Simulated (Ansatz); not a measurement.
AlFH$_{5}$N$_{2}$ (SMILES [NH2][Al]([NH3+])[F]) (charge +1)

Input file:

```
crystal:
  periodic: [false, false, false]
  atoms:
    - {symbol: Al, position_ang: [-0.452596, 0.287430, -0.165062]}
    - {symbol: F, position_ang: [0.890653, 1.030657, -0.750234]}
    - {symbol: N, position_ang: [-1.527341, -0.992061, -0.607950]}
    - {symbol: "N", position_ang: [-0.859936, 1.192176, 1.535005]}
    - {symbol: H, position_ang: [-2.332955, -1.308698, -0.085972]}
    - {symbol: H, position_ang: [-1.428504, -1.537052, -1.455333]}
    - {symbol: H, position_ang: [-1.698239, 1.779204, 1.492383]}
    - {symbol: H, position_ang: [-0.089194, 1.813694, 1.799651]}
    - {symbol: H, position_ang: [-1.004999, 0.552654, 2.321296]}
basis:
  gaussian:
    orbitals: def2-TZVPD
total_charge: 1
hamiltonian:
  xc: pbe0
output:
  forces: true
  orbitals: {seedname: orbitals}
```

Launched as:

```sh
ansatz run input.yaml --threads 2 --pin off --max-ram 4350MiB --events-out events.jsonl --progress --plain --runs-dir runs
```

Geometry: B3LYP-D3(BJ)/6-311G**.

The calculation used isolated molecule in a Gaussian basis; Kohn-Sham density functional theory, functional PBE0 (Ansatz).

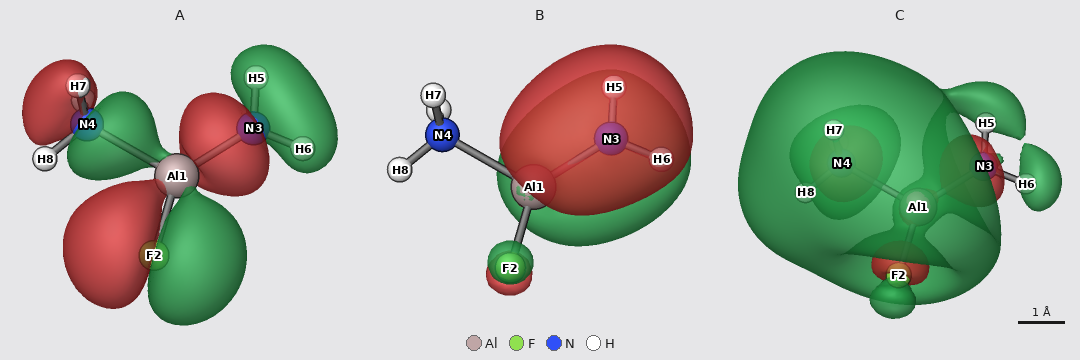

Figure 1. Three frontier orbitals at ±0.05 Å⁻³ᐟ² (green and red are the two phases), in no order.

Question: Order the three orbitals by energy and name them.

Answer: A is the HOMO−1 (−16.19 eV). It lies mainly on F2 (about 70 %), N3 (about 10 %) and N4 (about 5 %); largely a lone pair of F2. B is the HOMO (−12.77 eV). Its weight (Hirshfeld) is mainly on N3 (about 70 %); largely a lone pair of N3. C is the LUMO (−6.04 eV). Its weight (Hirshfeld) is mainly on Al1 (about 50 %), N4 (about 10 %), H7 (about 10 %), H9 (about 10 %), N3 (about 5 %) and H8 (about 5 %).

Question: What is the HOMO–LUMO gap?

Answer: 6.73 eV between the orbital energies.

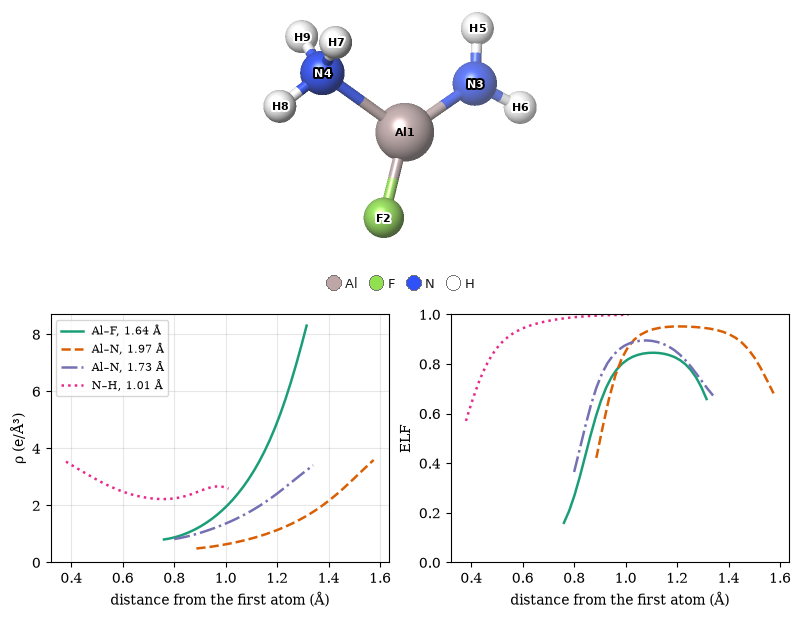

Figure 2. Electron density and ELF along straight lines between neighbouring atoms. The curves leave out the atomic cores. The structure is drawn too.

Question: What can be read from the curves?

Answer: Al–F (1.64 Å): the density is about 0.94 e/Å³ at the midpoint; the ELF peaks at about 0.85 in the valence shell of F, 0.5 Å from its nucleus, and is about 0.35 at the midpoint.
Al–N (1.97 Å): ρ at the midpoint is about 0.61 e/Å³; the ELF peaks at about 0.95 between the atoms: a shared but strongly polarised pair.
Al–N (1.73 Å): ρ at the midpoint is about 0.95 e/Å³; the ELF peaks at about 0.90 in the valence shell of N, 0.6 Å from its nucleus, and is about 0.65 at the midpoint.
N–H (1.01 Å): ρ is about 2.9 e/Å³ halfway; the ELF climbs to about 1 towards the hydrogen, as it does in any bond to H; a covalent bond by its length.

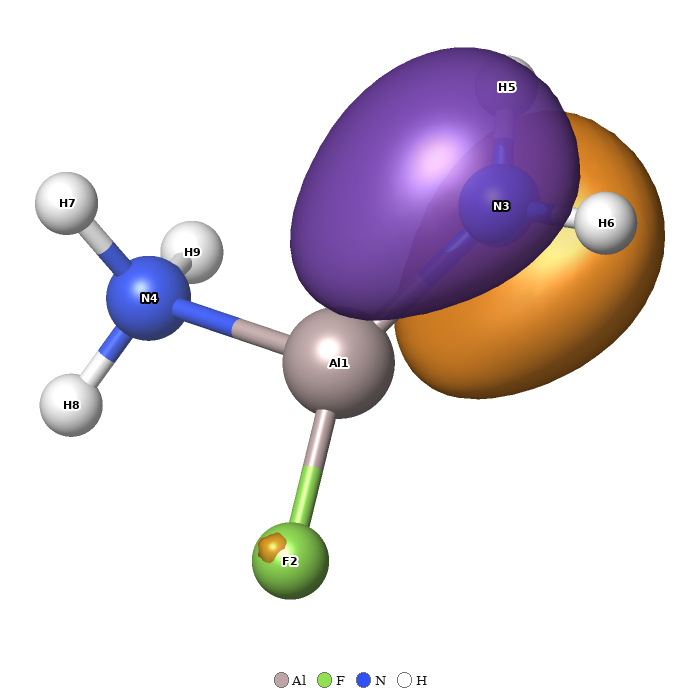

Figure 3. One frontier orbital at ±0.15 Å⁻³ᐟ² (orange and purple are the two phases), seen at a tilt.

Question: Which orbital is it: HOMO or LUMO?

Answer: The HOMO, at −12.77 eV. Its weight (Hirshfeld) is mainly on N3 (about 70 %); largely a lone pair of N3.
